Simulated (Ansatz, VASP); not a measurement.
# Ta16H (Ta(100)): VASP beside Ansatz, part 2 of 2

Aim: how closely do two programs agree when they are given the same cell, functional and k mesh?  The structure shown is the end of the VASP relaxation below.

VASP 6.6.1 and Ansatz 0.2.0.

So far: Set-up; VASP: relaxation, PBE.

## (3) Ansatz: single point, PBE

Level of this step: Ansatz beside VASP: Kohn-Sham DFT, plane waves, PBE (Ansatz).

Ansatz runs on its default PAW (the set named soft_2) files.

The same cell, functional, mesh and smearing now go to Ansatz, which takes its cutoff from its data sets.

The input, input.yaml:

```yaml
crystal:
  lattice:
    - [6.62, 0.0, 0.0]
    - [0.0, 6.62, 0.0]
    - [0.0, 0.0, 19.965]
  atoms:
    - { symbol: Ta, position: [0.25, 0.25, 0.3756574] }
    - { symbol: Ta, position: [0.75, 0.25, 0.3756574] }
    - { symbol: Ta, position: [0.25, 0.75, 0.3756574] }
    - { symbol: Ta, position: [0.75, 0.75, 0.3756574] }
    - { symbol: Ta, position: [0.0, 0.0, 0.45855247] }
    - { symbol: Ta, position: [0.5, 0.0, 0.45855247] }
    - { symbol: Ta, position: [0.0, 0.5, 0.45855247] }
    - { symbol: Ta, position: [0.5, 0.5, 0.45855247] }
    - { symbol: Ta, position: [0.24803356, 0.24803356, 0.54109706] }
    - { symbol: Ta, position: [0.75196644, 0.24803356, 0.54109706] }
    - { symbol: Ta, position: [0.24803356, 0.75196644, 0.54109706] }
    - { symbol: Ta, position: [0.75196644, 0.75196644, 0.54109706] }
    - { symbol: Ta, position: [0.0, 0.0, 0.62373009] }
    - { symbol: Ta, position: [0.5, 0.0, 0.61458072] }
    - { symbol: Ta, position: [0.0, 0.5, 0.61458072] }
    - { symbol: Ta, position: [0.5, 0.5, 0.61127128] }
    - { symbol: H, position: [0.0, 0.0, 0.71565866] }
hamiltonian:
  xc: pbe
  pseudopotentials: { kind: paw }
kpoints:
  mp_grid: { grid: [4, 4, 1] }
scf:
  occupations: { method: methfessel_paxton, width: 0.15 }
  n_extra_bands: 8
efield:
  axis: 3
  dipole_correction: true
  ramp_width: 0.04
output:
  forces: true
  eigenvalues: true
```

On the command line:

```
$ ansatz run input.yaml --threads 8 --pin off --max-ram 18432MiB --backend cpu --events-out ev --progress --plain --runs-dir out
```

Numbers of over 12 decimals in the logs are rounded to 6 here.

The log of the run:

```text
scf.n_extra_bands = 8 over 105 filled bands (N_el = 209.0): the run solves 113 bands
Engine: ansatz 0.2.0, aarch64-unknown-linux-gnu
Pseudopotentials: kind: paw
Pseudopotential: Ta, paw, valence charge 13, recommended cutoff 420 eV (normal), Ta.paw.azcp
Pseudopotential: H, paw, valence charge 1, recommended cutoff 420 eV (normal), H.paw.azcp
Functional definition: PBE
  parameter kappa = 0.804
  parameter beta = 0.066725
  exchange = pbe_x(kappa = kappa, mu = beta*pi^2/3)
  correlation = pbe_c(beta = beta)
Crystal: 17 atoms, lattice volume = 874.954 Å³
Basis set: ecut = 420 eV, 17075 PW (Γ), exchange–correlation on 90×90×270 points (8 copies of the dense FFT grid, shifted against one another)
Bands: 113, of which v1, the nominal top of the filled ones, is band 105 counted from 1 (104 counted from 0)
Symmetry: 8 space group operations
Space group: P4mm (ITA 99), of the structure as read, at distance tolerance 9.6e-5 Å
k-points: 6 of 16
Non-local potential: Ta, projectors of the file, l = 0: 3, l = 1: 2, l = 2: 2, l = 3: 1
Non-local potential: H, projectors of the file, l = 0: 2, l = 1: 1
PAW form: soft (Blöchl's): semilocal exchange-correlation on the pseudo side does not see the compensation charge
PAW one-centre angular grid: Ta, 590 points (default); XC on 64 Gauss nodes
PAW one-centre angular grid: H, 110 points (default); XC on 64 Gauss nodes
Initial density: superposition of atomic densities (neutral atoms: chi_scale 0, normalization atom), corrected by the library's trained network
Initial wavefunctions: pseudopotential atomic-orbital guess
Functional: x = pbe(κ = 0.804, μ = 0.219515), c = pbe(β = 0.066725)
SCF iter   1: F=—  HF=-158917.088142 eV  |F-HF|=—  |Δ(HF+E_count)|=         —  Δρ=7.70e-3  dr2=2.81e0  ethr=1.77e-3  p=-0.085 e·Å  D=-1.76e-2 V/Å  ΔV_dip=0.35 eV  dr2_dipole=4.43e-4  V_vac-E_F(+/−)=4.38/4.03 eV  ⟨swp⟩=9.2  Hψ=3371  notcnv=0
efield: sawtooth ramp at fractional position 0.0257 (placed from the atoms, in the widest stretch of the axis that holds none; the zero of the levels goes with the place), width 0.0400; the density the first Hamiltonian is built on has a dipole p = -0.085 e·Å; the dipole correction subtracts the counter field D = -1.76e-2 V/Å, which shifts the + side's vacuum level by +0.35 eV against the − side's; the planar-averaged density in the ramp window peaks in size at 7.1e-5 e/Å³
preconditioner: auto → LDOS  [metal: Δε(μ)=0.025 eV  Ē_g=2.720 eV  σ=0.150 eV  W_gap=0.14  n_scr=160 (ndim 8)  ℏωp=11.3 eV  f_vac=0.547  D(μ)=16.65/eV (n_scr^D=90)  β→1.0]
SCF iter   2: F=—  HF=-158917.000896 eV  |F-HF|=—  |Δ(HF+E_count)|=   8.72e-2  S|Δr|=    0.00e0  Δρ=5.09e-3  dr2=1.47e0  ethr=1.35e-3  p=-0.105 e·Å  D=-2.17e-2 V/Å  ΔV_dip=0.43 eV  dr2_dipole=4.29e-3  V_vac-E_F(+/−)=4.44/4.01 eV  ⟨swp⟩=2.8  Hψ=1143  notcnv=0
SCF iter   3: F=—  HF=-158916.885760 eV  |F-HF|=—  |Δ(HF+E_count)|=   1.15e-1  S|Δr|=    0.00e0  Δρ=8.97e-4  dr2=2.85e-2  ethr=7.05e-4  p=-0.108 e·Å  D=-2.24e-2 V/Å  ΔV_dip=0.45 eV  dr2_dipole=2.84e-3  V_vac-E_F(+/−)=4.48/4.03 eV  ⟨swp⟩=2.0  Hψ=913  notcnv=0
SCF iter   4: F=—  HF=-158916.887629 eV  |F-HF|=—  |Δ(HF+E_count)|=   1.87e-3  S|Δr|=    0.00e0  Δρ=2.73e-4  dr2=1.04e-3  ethr=1.36e-5  p=-0.105 e·Å  D=-2.16e-2 V/Å  ΔV_dip=0.43 eV  dr2_dipole=1.25e-8  V_vac-E_F(+/−)=4.48/4.04 eV  ⟨swp⟩=2.3  Hψ=927  notcnv=0
SCF iter   5: F=—  HF=-158916.887803 eV  |F-HF|=—  |Δ(HF+E_count)|=   1.74e-4  S|Δr|=    0.00e0  Δρ=1.25e-4  dr2=4.27e-4  ethr=4.96e-7  p=-0.104 e·Å  D=-2.14e-2 V/Å  ΔV_dip=0.43 eV  dr2_dipole=7.70e-5  V_vac-E_F(+/−)=4.48/4.05 eV  ⟨swp⟩=3.2  Hψ=1275  notcnv=0
SCF iter   6: F=—  HF=-158916.887805 eV  |F-HF|=—  |Δ(HF+E_count)|=   1.86e-6  S|Δr|=    0.00e0  Δρ=3.55e-5  dr2=2.33e-5  ethr=2.04e-7  p=-0.102 e·Å  D=-2.11e-2 V/Å  ΔV_dip=0.42 eV  dr2_dipole=9.19e-7  V_vac-E_F(+/−)=4.48/4.06 eV  ⟨swp⟩=2.2  Hψ=921  notcnv=0
SCF iter   7: F=—  HF=-158916.887763 eV  |F-HF|=—  |Δ(HF+E_count)|=   4.15e-5  S|Δr|=    0.00e0  Δρ=1.34e-5  dr2=4.65e-6  ethr=1.12e-8  p=-0.101 e·Å  D=-2.10e-2 V/Å  ΔV_dip=0.42 eV  dr2_dipole=4.78e-8  V_vac-E_F(+/−)=4.48/4.06 eV  ⟨swp⟩=2.7  Hψ=1223  notcnv=0
SCF iter   8: F=—  HF=-158916.887764 eV  |F-HF|=—  |Δ(HF+E_count)|=   5.83e-7  S|Δr|=    0.00e0  Δρ=5.25e-6  dr2=6.86e-7  ethr=2.22e-9  p=-0.101 e·Å  D=-2.09e-2 V/Å  ΔV_dip=0.42 eV  dr2_dipole=1.46e-8  V_vac-E_F(+/−)=4.48/4.06 eV  ⟨swp⟩=2.7  Hψ=944  notcnv=0
SCF iter   9: F=-158916.887764 eV  HF=-158916.887764 eV  |F-HF|=4.59e-8  |Δ(HF+E_count)|=   3.41e-8  S|Δr|=    0.00e0  Δρ=1.63e-6  dr2=9.31e-8  ethr=4.78e-11  p=-0.101 e·Å  D=-2.09e-2 V/Å  ΔV_dip=0.42 eV  dr2_dipole=1.81e-9  V_vac-E_F(+/−)=4.48/4.06 eV  ⟨swp⟩=7.3  Hψ=3446  notcnv=0
WARN: efield: at this solve's end the planar-averaged density reaches 1.55e-5 e/Å³ inside the ramp window [0.9756, 0.1157] (bound 1e-5 e/Å³); the window's nearer edge stands 5.19 Å from this solve's nearest atom along the axis. Its work functions, free energy, forces, stress, dipole, levels and responses can be off, and this figure does not tell by how much. A short vacuum, a low `basis.ecutwfc` or `basis.ecutrho_ratio` and negative occupations (`scf.occupations.method`) can put density there. See the manual's quickstart, § The vacuum guard
SCF 1 converged in 9 iterations: F = -158916.887764 eV  dr2 = 9.31e-8
  greatest PAW one-centre occupation: 1.000 electrons in one spin orbital (limit 2), on the Ta atom at site 11 (counted from 0), in its partial waves of l = 0
SCF converged after 9 iterations
Stability not checked: this state was not tested for a lower state beside it, because cold or Methfessel-Paxton smearing, or corrected tetrahedra, fill the levels in a way that the test cannot read (fill_not_monotonic; see scf.lower_state_search)
Free energy (F): -158916.887764 eV
Harris-Foulkes:  -158916.887764 eV  (|F-HF|=4.59e-8)
Internal energy: -158916.902041 eV  (E = F + TS)
E sigma→0 (E₀):  -158916.891333 eV
Entropy (-TS):   0.014278 eV (0.840 meV/atom)
Fermi energy:    3.629679 eV
Dipole field:    D = -0.020908 V/Å  (p = -0.101097 e·Å, saw-weighted, corrected)
Work function:   Φ+ = 4.4787 eV   Φ− = 4.0612 eV
Levels:          The Fermi level and band energies are counted from a zero that moves with the ramp; work functions are not
Vacuum region:   at the solve's end the planar-averaged density reaches 1.55e-5 e/Å³ inside the ramp window [0.9756, 0.1157] (bound 1e-5 e/Å³)
--- Per-component energies (eV) ---
  E_band       = -4883.996205
  E_kinetic    = 5828.939422
  E_local      = -146886.076537  (includes V_loc(G=0)·N_el)
  E_nonlocal   = 235.423786
  E_hartree    = 70493.679302
  E_xc         = -3481.570457
  E_vxc        = -3245.619995  (∫ρ·V_xc dr)
  E_paw        = -134341.449743  (= ΣΔE_a)
  E_vpaw       = -1800.018352  (= ΣTr[D̂ρ^β])
  E_aug_tail   = 0.001211  (compensation charges beyond the density's cutoff)
  E_efield     = 0.001057  (sawtooth field / dipole correction)
  E_vefield    = -4.079018  (∫n·V_field dr)
  E_ewald      = 49234.149919
  E_smearing   = 0.014278  (= −TS)
  E_closure    = 0.000000  (closes the sum)
  Σ components = -158916.887764   (vs F -158916.887764, Δ=0.00e0)
--- Forces (eV/Å), atoms counted from 1 ---
  atom   1  Ta    -0.05395076    -0.05395076     0.64370275
  atom   2  Ta     0.05395076    -0.05395076     0.64370275
  atom   3  Ta    -0.05395076     0.05395076     0.64370275
  atom   4  Ta     0.05395076     0.05395076     0.64370275
  atom   5  Ta    -0.00000000     0.00000000    -1.07293025
  atom   6  Ta    -0.00000000     0.00000000    -0.65988311
  atom   7  Ta    -0.00000000     0.00000000    -0.65988311
  atom   8  Ta    -0.00000000    -0.00000000    -0.80410887
  atom   9  Ta    -0.02605012    -0.02605012    -0.07550168
  atom  10  Ta     0.02605012    -0.02605012    -0.07550168
  atom  11  Ta    -0.02605012     0.02605012    -0.07550168
  atom  12  Ta     0.02605012     0.02605012    -0.07550168
  atom  13  Ta     0.00000000     0.00000000     0.16077208
  atom  14  Ta     0.00000000    -0.00000000     0.23606187
  atom  15  Ta     0.00000000     0.00000000     0.23606187
  atom  16  Ta     0.00000000     0.00000000     0.28137839
  atom  17  H      0.00000000     0.00000000     0.01008494
  max |Σ_I F_I| component: 3.58e-4 eV/Å
--- Band table (eV; the first three rows and the last of 6) ---
  k-point 0: bands = [... 101 lower, 3.5713, 3.6127, 3.7234, 3.7457, 3.8040, 3.8040, 3.9914, 3.9914, ... 4 higher]
  k-point 1: bands = [... 101 lower, 3.4728, 3.5605, 3.6580, 3.7209, 3.8162, 4.0034, 4.0844, 4.1102, ... 4 higher]
  k-point 2: bands = [... 101 lower, 3.2278, 3.2830, 3.2861, 3.5227, 3.7772, 3.9015, 3.9305, 3.9306, ... 4 higher]
  k-point 5: bands = [... 101 lower, 2.7793, 2.8045, 2.8045, 2.8398, 3.4747, 3.4991, 3.4991, 3.5870, ... 4 higher]
```

It took 18 s on 8 threads of Arm Neoverse N1, shared host; peak memory 2.5 GiB; 2.3 min of CPU time.

In the SCF lines HF is the Harris–Foulkes energy and dr2 the Hartree energy of the density residual, in eV; the loop may stop once dr2 is under the threshold and the program's other checks hold. Hψ counts applications of the Hamiltonian.

## (4) Side by side

Known differences besides the PAW data sets themselves: the data sets hold 209 valence electrons in Ansatz (default PAW (the set named soft_2) files) and 81 in VASP; the cutoff is 420 eV in Ansatz and 320 eV in VASP (PREC = Normal, projectors in real space). Total energies have different zeros and are not compared.

Forces on 10 of the 17 atoms, picked by the larger force of the two programs (eV/Å; atoms numbered as in POSCAR):

| atom | Ansatz x, y, z | VASP x, y, z |
| --- | --- | --- |
| Ta1 | -0.054, -0.054, 0.644 | -0.053, -0.053, 0.830 |
| Ta2 | 0.054, -0.054, 0.644 | 0.053, -0.053, 0.830 |
| Ta3 | -0.054, 0.054, 0.644 | -0.053, 0.053, 0.830 |
| Ta4 | 0.054, 0.054, 0.644 | 0.053, 0.053, 0.830 |
| Ta5 | 0.000, 0.000, -1.073 | 0.000, 0.000, -1.117 |
| Ta6 | 0.000, 0.000, -0.660 | 0.000, 0.000, -0.700 |
| Ta7 | 0.000, 0.000, -0.660 | 0.000, 0.000, -0.700 |
| Ta8 | 0.000, 0.000, -0.804 | 0.000, 0.000, -0.846 |
| Ta15 | 0.000, 0.000, 0.236 | 0.000, 0.000, -0.017 |
| Ta16 | 0.000, 0.000, 0.281 | 0.000, 0.000, 0.024 |

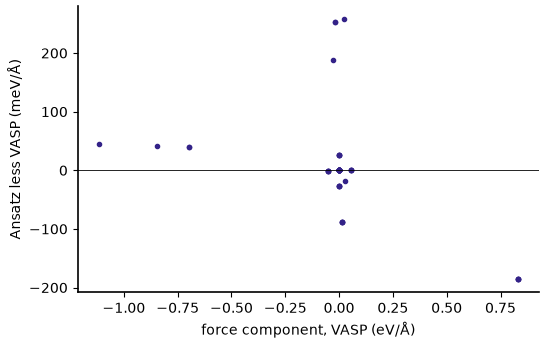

Difference of the force components against their size.

The forces differ by 90 meV/Å r.m.s., which is 26.8 % of the r.m.s. force of 0.34 eV/Å (both taken over all components, held atoms included).

## (5) Outcome

```json
{"r.m.s. force difference (single point, PBE)": "27 % of the r.m.s. force"}
```

**Reading.** The r.m.s. force difference is 27 % of the r.m.s. force (single point, PBE), beyond the 3 % picked in this series as the mark of a large difference. No further run finished for the single point, PBE pair; the unlike valence counts (209 against 81 electrons) are a candidate cause, untested here. 2 further runs on this material are not shown. Differences of this kind measure data sets and numerical settings, not the functional's error against experiment.

[Lines on the potential files, build, host, timing and source positions are cut from VASP's logs without a mark.]

[Logs are printed without paths, hosts, clocks, repeated set-up lines and the standing remarks that a program may print on its own settings, such as how far it seeks lower states.]

[Hosts, paths, dates, database ids (printed as entryN), source tags and the programs' standing remarks are cut or masked in the printed files.]
